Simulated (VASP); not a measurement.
# Bi2Te3 (Tellurobismuthite): convergence with the k-mesh and plane-wave cutoff, part 2 of 3

How sensitive are energy, pressure and forces of Bi2Te3 (Tellurobismuthite) to the k-mesh and plane-wave cutoff? The series runs use PBE. The start is a cell from a database of measured crystal structures.

VASP 6.6.1; PBE; plane waves and PAW (Bi_d, Te).

Still holding for the runs below: Spin-orbit coupling is off here; with elements this heavy it splits and shifts levels by tenths of an eV or more.

So far. Step 6 (K-mesh: 7 7 7): Against the run before the energy moves by +0.14 meV an atom and the pressure by +0.02 GPa, after 14 cycles in 43 s.

### 7. K-mesh: 9 9 9

The input, INCAR:

```
SYSTEM = Bi2Te3
PREC = Accurate
ENCUT = 400
EDIFF = 1E-06
NELM = 100
ISMEAR = -1
SIGMA = 0.05
LREAL = .FALSE.
ALGO = Normal
GGA = PE
NBANDS = 30
LORBIT = 11
LWAVE = .FALSE.
LCHARG = .FALSE.
KPAR = 4
ISIF = 2
```

The input, POSCAR:

```
Bi2Te3
1.0
   -4.3860000000      0.0000000000      0.0000000000
    2.1930000000     -3.7983874210      0.0000000000
    2.1930000000      1.2661291403     10.1656666667
Bi Te
2 3
Direct
    0.8000000000      0.4000000000      0.2000000000
    0.2000000000      0.6000000000      0.8000000000
    0.0000000000      0.0000000000      0.0000000000
    0.4190000000      0.2095000000      0.6285000000
    0.5810000000      0.7905000000      0.3715000000
```

The input, KPOINTS:

```
Automatic mesh
0
Gamma
9 9 9
0 0 0
```

The projector-augmented-wave data sets are Bi_d and Te (PBE family, release 64).

Run with:

```sh
> mpirun -np 4 vasp_std
```

The program printed:

```text
[... set-up lines as in an earlier step ...]
 entering main loop
       N       E                     dE             d eps       ncg     rms          rms(c)
DAV:   1     0.395917176441E+03    0.39592E+03   -0.19073E+04  5116   0.128E+03
DAV:   2     0.221713998207E+02   -0.37375E+03   -0.36106E+03  5546   0.353E+02
DAV:   3    -0.170111763936E+02   -0.39183E+02   -0.37619E+02  6498   0.132E+02
DAV:   4    -0.185329044457E+02   -0.15217E+01   -0.15134E+01  5922   0.283E+01
[...]
DAV:  12    -0.183345295624E+02   -0.57311E-05   -0.10787E-05  5018   0.172E-02    0.187E-02
DAV:  13    -0.183345315036E+02   -0.19411E-05   -0.50609E-06  4930   0.116E-02    0.367E-03
DAV:  14    -0.183345315250E+02   -0.21457E-07   -0.36769E-07  3186   0.508E-03
   1 F= -.18334532E+02 E0= -.18334471E+02  d E =-.120642E-03
```

The job ended after 75 s (4 MPI ranks of Intel Xeon Platinum 8259CL at 2.50GHz (Skylake/Cascade Lake), shared host; peak memory 1.6 GiB; 4.6 min of CPU time).

OUTCAR, selected parts (step 7):

```text
  Total        2.0410442      2.0410442      1.8328217      0.0000000     -0.0000000      0.0000000
  in kB       19.3089757     19.3089757     17.3391200      0.0000000     -0.0000000      0.0000000
  external PRESSURE =      18.6523571 kB  Pullay stress =       0.0000000 kB

 POSITION                                       TOTAL-FORCE (eV/Angst)
 -----------------------------------------------------------------------------------
     -2.19300     -1.26613      2.03313         0.000000     -0.000000      0.029945
      2.19300     -1.26613      8.13253         0.000000      0.000000     -0.029945
      0.00000      0.00000      0.00000        -0.000000      0.000000      0.000000
      0.00000     -0.00000      6.38912        -0.000000     -0.000000      0.035484
     -0.00000     -2.53226      3.77655        -0.000000      0.000000     -0.035484
 -----------------------------------------------------------------------------------
    total drift:                               -0.000000     -0.000000     -0.000000

  FREE ENERGIE OF THE ION-ELECTRON SYSTEM (eV)
  ---------------------------------------------------
  free  energy   TOTEN  =       -18.3345315250 eV

  energy  without entropy=      -18.3344108832  energy(sigma->0) =      -18.33447120

[... 1 part as in an earlier step ...]

[... 2 further parts left out ...]
[key lines of the parts left out:]
E-fermi :   6.3685
```

Against the run before the energy moves by -0.11 meV an atom while the pressure stays within 0.01 GPa, after 14 cycles in 75 s.

### 8. K-mesh: 11 11 11

INCAR is that of step 7.

POSCAR is that of step 7.

The input, KPOINTS:

```
Automatic mesh
0
Gamma
11 11 11
0 0 0
```

Run with:

```sh
> mpirun -np 4 vasp_std
```

The program printed:

```text
[... set-up lines as in an earlier step ...]
 entering main loop
       N       E                     dE             d eps       ncg     rms          rms(c)
DAV:   1     0.395406044568E+03    0.39541E+03   -0.19053E+04  8776   0.128E+03
DAV:   2     0.219414320281E+02   -0.37346E+03   -0.36080E+03  9538   0.353E+02
DAV:   3    -0.170160268742E+02   -0.38957E+02   -0.37504E+02 11140   0.132E+02
DAV:   4    -0.185361340274E+02   -0.15201E+01   -0.15101E+01 10280   0.282E+01
[...]
DAV:  12    -0.183339563776E+02   -0.58507E-05   -0.10887E-05  8676   0.173E-02    0.187E-02
DAV:  13    -0.183339582189E+02   -0.18414E-05   -0.50435E-06  8412   0.115E-02    0.361E-03
DAV:  14    -0.183339582371E+02   -0.18167E-07   -0.37675E-07  5568   0.508E-03
   1 F= -.18333958E+02 E0= -.18333910E+02  d E =-.957393E-04
```

Elapsed: 2.1 min, on 4 MPI ranks; peak memory 2.1 GiB.

Parts of OUTCAR (step 8):

```text
  Total        2.0349871      2.0349871      1.8442319      0.0000000     -0.0000000      0.0000000
  in kB       19.2516736     19.2516736     17.4470647      0.0000000     -0.0000000      0.0000000
  external PRESSURE =      18.6501373 kB  Pullay stress =       0.0000000 kB

 POSITION                                       TOTAL-FORCE (eV/Angst)
 -----------------------------------------------------------------------------------
     -2.19300     -1.26613      2.03313        -0.000000     -0.000000      0.028045
      2.19300     -1.26613      8.13253         0.000000      0.000000     -0.028045
      0.00000      0.00000      0.00000         0.000000      0.000000      0.000000
      0.00000     -0.00000      6.38912         0.000000     -0.000000      0.036241
     -0.00000     -2.53226      3.77655        -0.000000      0.000000     -0.036241
 -----------------------------------------------------------------------------------
    total drift:                               -0.000000     -0.000000     -0.000000

  FREE ENERGIE OF THE ION-ELECTRON SYSTEM (eV)
  ---------------------------------------------------
  free  energy   TOTEN  =       -18.3339582371 eV

  energy  without entropy=      -18.3338624978  energy(sigma->0) =      -18.33391037

[... 1 part as in an earlier step ...]

[... 2 further parts left out ...]
[key lines of the parts left out:]
E-fermi :   6.3745
```

Against the run before the energy moves by +0.11 meV an atom while the pressure stays within 0.01 GPa, after 14 cycles in 2.1 min.

### 9. The k-mesh series as a table

This step: convergence of PBE results with the mesh; plane waves and PAW (VASP 6.6.1).

No new run; the numbers come from the runs before.

Differences are taken from the run with 11 11 11. Results of the series, by row:

```
 setting     status  energy less the reference (meV/atom)  pressure (GPa)  largest force difference (meV/Å)  gap (eV)  SCF cycles  wall time (s)
   2 2 2  converged                                 246.7           4.233                             658.9    0.2647          14            5.4
   3 3 3  converged                                 9.488           1.971                             107.7    0.2981          14           10.2
   4 4 4  converged                               -0.3574           1.822                              27.2    0.2859          14           17.8
   5 5 5  converged                               -0.1439            1.85                              26.5    0.2829          14             22
   7 7 7  converged                             -0.004266           1.867                             8.588    0.2788          14             43
   9 9 9  converged                               -0.1122           1.865                               1.9    0.2772          14             75
11 11 11  converged                                     0           1.865                                 0    0.2765          14          127.1
```

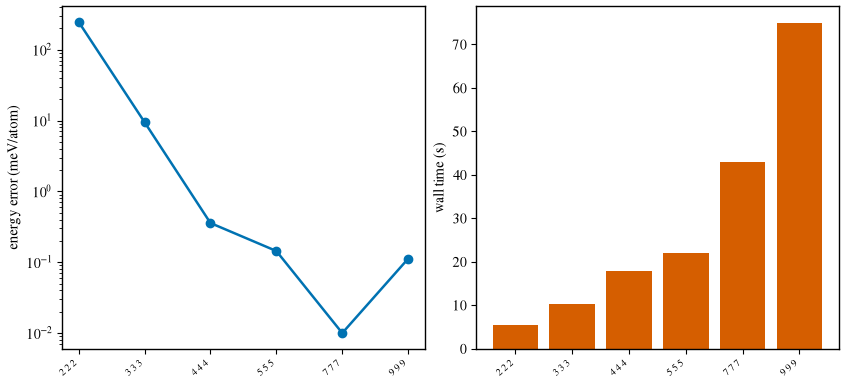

The energy error in size, against the reference run (errors under 0.01 are drawn at 0.01), and the wall time by setting.

### 10. Plane-wave cutoff: ENCUT = 150

This step: PBE; plane waves and PAW (Bi_d, Te) (VASP 6.6.1).

The basis grows with ENCUT, and energy and stress both move with it.

INCAR, as its differences from that of step 8:

```diff
@@ -2,3 +2,3 @@
 PREC = Accurate
-ENCUT = 400
+ENCUT = 150
 EDIFF = 1E-06
```

POSCAR is that of step 8.

The input, KPOINTS:

```
Automatic mesh
0
Gamma
5 5 5
0 0 0
```

Run with:

```sh
> mpirun -np 4 vasp_std
```

The program printed:

```text
[... set-up lines as in an earlier step ...]
 entering main loop
       N       E                     dE             d eps       ncg     rms          rms(c)
DAV:   1     0.184678752993E+03    0.18468E+03   -0.12762E+04  1460   0.537E+02
DAV:   2     0.107522382708E+01   -0.18360E+03   -0.17767E+03  1448   0.190E+02
DAV:   3    -0.737480180438E+01   -0.84500E+01   -0.83799E+01  1338   0.387E+01
DAV:   4    -0.750999588547E+01   -0.13519E+00   -0.13509E+00  1226   0.475E+00
DAV:   5    -0.751218215810E+01   -0.21863E-02   -0.21862E-02  1300   0.566E-01    0.119E+01
DAV:   6    -0.634281267873E+01    0.11694E+01   -0.22836E+00  1234   0.103E+01    0.798E+00
DAV:   7    -0.625636174340E+01    0.86451E-01   -0.12182E+00  1248   0.662E+00    0.208E+00
DAV:   8    -0.626581762065E+01   -0.94559E-02   -0.62267E-02  1212   0.122E+00    0.105E+00
DAV:   9    -0.626444994053E+01    0.13677E-02   -0.75568E-03  1322   0.608E-01    0.482E-01
DAV:  10    -0.626447802951E+01   -0.28089E-04   -0.53884E-03  1248   0.427E-01    0.197E-01
DAV:  11    -0.626445030443E+01    0.27725E-04   -0.26570E-04  1236   0.876E-02    0.917E-02
DAV:  12    -0.626445128400E+01   -0.97958E-06   -0.42991E-05  1126   0.267E-02    0.606E-02
DAV:  13    -0.626445242830E+01   -0.11443E-05   -0.12813E-05  1226   0.215E-02    0.214E-02
DAV:  14    -0.626445013384E+01    0.22945E-05   -0.37891E-06  1190   0.145E-02    0.809E-03
DAV:  15    -0.626444955944E+01    0.57441E-06   -0.11304E-06   660   0.443E-03
   1 F= -.62644496E+01 E0= -.62642908E+01  d E =-.317581E-03
```

Run time: 5.4 s. Hardware: 4 MPI ranks; peak memory 0.53 GiB; 17 s of CPU time.

OUTCAR, selected parts (step 10):

```text
   ENCUT  =  150.0 eV  11.02 Ry    3.32 a.u.   4.38  4.38 10.46*2*pi/ulx,y,z

   NELECT =      48.0000    total number of electrons

 E-fermi :   6.3127

 k-point     1 :       0.0000    0.0000    0.0000
  band No.  band energies     occupation
    ...
     20       4.5023      2.00000
     21       4.5023      2.00000
     22       5.3569      2.00000
     23       5.3569      2.00000
     24       6.1564      1.91585
     25       6.4664      0.08839
     26       6.8196      0.00008
     27       6.8197      0.00008
     28       8.1642      0.00000
     29       8.2805      0.00000
    ...

  Total     -125.6174923   -125.6174923   -124.9986682      0.0000000      0.0000000     -0.0000000
  in kB    -1188.3844220  -1188.3844220  -1182.5301346      0.0000000      0.0000000     -0.0000000
  external PRESSURE =   -1186.4329929 kB  Pullay stress =       0.0000000 kB

 POSITION                                       TOTAL-FORCE (eV/Angst)
 -----------------------------------------------------------------------------------
     -2.19300     -1.26613      2.03313        -0.000000      0.000000     -0.219381
      2.19300     -1.26613      8.13253         0.000000     -0.000000      0.219381
      0.00000      0.00000      0.00000        -0.000000      0.000000      0.000000
      0.00000     -0.00000      6.38912        -0.000000     -0.000000      0.120967
     -0.00000     -2.53226      3.77655         0.000000      0.000000     -0.120967
 -----------------------------------------------------------------------------------
    total drift:                                0.000000     -0.000000     -0.000000

  FREE ENERGIE OF THE ION-ELECTRON SYSTEM (eV)
  ---------------------------------------------------
  free  energy   TOTEN  =        -6.2644495594 eV

  energy  without entropy=       -6.2641319787  energy(sigma->0) =       -6.26429077

[... 4 parts as in an earlier step ...]

[... 12 further parts left out ...]
```

A gap read on the k-mesh alone can miss the band edges.

Numbers from this step:

```
SCF cycles                     : 15
irreducible k-points           : 19
free energy (TOTEN)            : -6.264 eV
energy at zero smearing        : -6.264 eV
Fermi energy                   : 6.313 eV
pressure                       : -118.6 GPa
gap on the k-mesh              : 0.3100 eV
least direct gap on the k-mesh : 0.3100 eV
```

The series starts at -1.2529 eV an atom and -118.64 GPa, after 15 cycles in 5.4 s.

### 11. Plane-wave cutoff: ENCUT = 180

INCAR, as its differences from that of step 10:

```diff
@@ -2,3 +2,3 @@
 PREC = Accurate
-ENCUT = 150
+ENCUT = 180
 EDIFF = 1E-06
```

POSCAR is that of step 10.

KPOINTS is that of step 10.

Run with:

```sh
> mpirun -np 4 vasp_std
```

The program printed:

```text
[... set-up lines as in an earlier step ...]
 entering main loop
       N       E                     dE             d eps       ncg     rms          rms(c)
DAV:   1     0.219578091012E+03    0.21958E+03   -0.13741E+04  1450   0.659E+02
DAV:   2    -0.403475398824E+01   -0.22361E+03   -0.21624E+03  1364   0.227E+02
DAV:   3    -0.169465260587E+02   -0.12912E+02   -0.12707E+02  1328   0.581E+01
DAV:   4    -0.172305601626E+02   -0.28403E+00   -0.28320E+00  1300   0.816E+00
[...]
DAV:  12    -0.169108230979E+02   -0.49327E-05   -0.17306E-05  1108   0.172E-02    0.235E-02
DAV:  13    -0.169108243622E+02   -0.12644E-05   -0.45839E-06  1060   0.110E-02    0.695E-03
DAV:  14    -0.169108244306E+02   -0.68367E-07   -0.51144E-07   648   0.608E-03
   1 F= -.16910824E+02 E0= -.16910649E+02  d E =-.350096E-03
```

Wall time 6.2 s (4 MPI ranks); peak memory 0.58 GiB; 21 s of CPU time.

Parts of OUTCAR (step 11):

```text
  Total      -27.7365345    -27.7365345    -27.6984543      0.0000000      0.0000000      0.0000000
  in kB     -262.3970990   -262.3970990   -262.0368474      0.0000000      0.0000000      0.0000000
  external PRESSURE =    -262.2770151 kB  Pullay stress =       0.0000000 kB

 POSITION                                       TOTAL-FORCE (eV/Angst)
 -----------------------------------------------------------------------------------
     -2.19300     -1.26613      2.03313        -0.000000      0.000000     -0.005167
      2.19300     -1.26613      8.13253        -0.000000     -0.000000      0.005167
      0.00000      0.00000      0.00000        -0.000000      0.000000      0.000000
      0.00000     -0.00000      6.38912         0.000000     -0.000000      0.031428
     -0.00000     -2.53226      3.77655        -0.000000      0.000000     -0.031428
 -----------------------------------------------------------------------------------
    total drift:                                0.000000      0.000000      0.000000

  FREE ENERGIE OF THE ION-ELECTRON SYSTEM (eV)
  ---------------------------------------------------
  free  energy   TOTEN  =       -16.9108244306 eV

  energy  without entropy=      -16.9104743346  energy(sigma->0) =      -16.91064938

[... 1 part as in an earlier step ...]

[... 2 further parts left out ...]
[key lines of the parts left out:]
E-fermi :   6.3567
```

Against the run before the energy moves by -2129.27 meV an atom and the pressure by +92.42 GPa, after 14 cycles in 6.2 s.

### 12. Plane-wave cutoff: ENCUT = 220

INCAR, as its differences from that of step 11:

```diff
@@ -2,3 +2,3 @@
 PREC = Accurate
-ENCUT = 180
+ENCUT = 220
 EDIFF = 1E-06
```

POSCAR is that of step 11.

KPOINTS is that of step 11.

Run with:

```sh
> mpirun -np 4 vasp_std
```

The program printed:

```text
[... set-up lines as in an earlier step ...]
 entering main loop
       N       E                     dE             d eps       ncg     rms          rms(c)
DAV:   1     0.281700540976E+03    0.28170E+03   -0.14576E+04  1324   0.799E+02
DAV:   2     0.206533761268E+01   -0.27964E+03   -0.27121E+03  1362   0.268E+02
DAV:   3    -0.180034125461E+02   -0.20069E+02   -0.19721E+02  1370   0.833E+01
DAV:   4    -0.185230545004E+02   -0.51964E+00   -0.51771E+00  1352   0.139E+01
[...]
DAV:  12    -0.182681598482E+02   -0.72958E-05   -0.12323E-05  1114   0.174E-02    0.184E-02
DAV:  13    -0.182681612491E+02   -0.14009E-05   -0.46213E-06  1110   0.100E-02    0.463E-03
DAV:  14    -0.182681613764E+02   -0.12734E-06   -0.39580E-07   702   0.405E-03
   1 F= -.18268161E+02 E0= -.18267974E+02  d E =-.375526E-03
```

It took 8.4 s on 4 MPI ranks; peak memory 0.69 GiB.

Parts of OUTCAR (step 12):

```text
  Total       -0.8164405     -0.8164405     -0.9999193      0.0000000      0.0000000      0.0000000
  in kB       -7.7238062     -7.7238062     -9.4595784      0.0000000      0.0000000      0.0000000
  external PRESSURE =      -8.3023969 kB  Pullay stress =       0.0000000 kB

 POSITION                                       TOTAL-FORCE (eV/Angst)
 -----------------------------------------------------------------------------------
     -2.19300     -1.26613      2.03313        -0.000000     -0.000000      0.000389
      2.19300     -1.26613      8.13253        -0.000000      0.000000     -0.000389
      0.00000      0.00000      0.00000        -0.000000      0.000000      0.000000
      0.00000     -0.00000      6.38912         0.000000     -0.000000      0.022040
     -0.00000     -2.53226      3.77655         0.000000      0.000000     -0.022040
 -----------------------------------------------------------------------------------
    total drift:                                0.000000     -0.000000      0.000000

  FREE ENERGIE OF THE ION-ELECTRON SYSTEM (eV)
  ---------------------------------------------------
  free  energy   TOTEN  =       -18.2681613764 eV

  energy  without entropy=      -18.2677858504  energy(sigma->0) =      -18.26797361

[... 1 part as in an earlier step ...]

[... 2 further parts left out ...]
[key lines of the parts left out:]
E-fermi :   6.3643
```

Against the run before the energy moves by -271.46 meV an atom and the pressure by +25.40 GPa, after 14 cycles in 8.4 s.

### 13. Plane-wave cutoff: ENCUT = 240

INCAR, as its differences from that of step 12:

```diff
@@ -2,3 +2,3 @@
 PREC = Accurate
-ENCUT = 220
+ENCUT = 240
 EDIFF = 1E-06
```

POSCAR is that of step 12.

KPOINTS is that of step 12.

Run with:

```sh
> mpirun -np 4 vasp_std
```

The program printed:

```text
[... set-up lines as in an earlier step ...]
 entering main loop
       N       E                     dE             d eps       ncg     rms          rms(c)
DAV:   1     0.309587979695E+03    0.30959E+03   -0.14983E+04  1252   0.869E+02
DAV:   2     0.622375233969E+01   -0.30336E+03   -0.29431E+03  1340   0.287E+02
DAV:   3    -0.178819864701E+02   -0.24106E+02   -0.23286E+02  1414   0.943E+01
DAV:   4    -0.185776807788E+02   -0.69569E+00   -0.69277E+00  1360   0.170E+01
[...]
DAV:  12    -0.183251198433E+02   -0.71088E-05   -0.12105E-05  1072   0.183E-02    0.190E-02
DAV:  13    -0.183251214081E+02   -0.15648E-05   -0.50861E-06  1128   0.108E-02    0.451E-03
DAV:  14    -0.183251215087E+02   -0.10057E-06   -0.41205E-07   714   0.421E-03
   1 F= -.18325122E+02 E0= -.18324931E+02  d E =-.380314E-03
```

Run time: 8.4 s. Hardware: 4 MPI ranks; peak memory 0.71 GiB.

OUTCAR, selected parts (step 13):

```text
  Total        1.5327629      1.5327629      1.3519009      0.0000000     -0.0000000      0.0000000
  in kB       14.5004608     14.5004608     12.7894449      0.0000000     -0.0000000      0.0000000
  external PRESSURE =      13.9301222 kB  Pullay stress =       0.0000000 kB

 POSITION                                       TOTAL-FORCE (eV/Angst)
 -----------------------------------------------------------------------------------
     -2.19300     -1.26613      2.03313        -0.000000     -0.000000      0.002003
      2.19300     -1.26613      8.13253         0.000000      0.000000     -0.002003
      0.00000      0.00000      0.00000         0.000000      0.000000      0.000000
      0.00000     -0.00000      6.38912        -0.000000     -0.000000      0.023397
     -0.00000     -2.53226      3.77655         0.000000      0.000000     -0.023397
 -----------------------------------------------------------------------------------
    total drift:                                0.000000     -0.000000      0.000000

  FREE ENERGIE OF THE ION-ELECTRON SYSTEM (eV)
  ---------------------------------------------------
  free  energy   TOTEN  =       -18.3251215087 eV

  energy  without entropy=      -18.3247411945  energy(sigma->0) =      -18.32493135

[... 1 part as in an earlier step ...]

[... 2 further parts left out ...]
[key lines of the parts left out:]
E-fermi :   6.3642
```

Against the run before the energy moves by -11.39 meV an atom and the pressure by +2.22 GPa, after 14 cycles in 8.4 s.

(Continued in part 3 of 3.)

[Lines on the potential files, build, host, timing and source positions are cut from VASP's logs without a mark.]

[Logs are printed without paths, hosts, clocks, repeated set-up lines and the standing remarks that a program may print on its own settings, such as how far it seeks lower states.]

[Hosts, paths, dates, database ids (printed as entryN), source tags and the programs' standing remarks are cut or masked in the printed files.]

[A measured line is paired with the nearest computed mode of its activity, which favours agreement.]
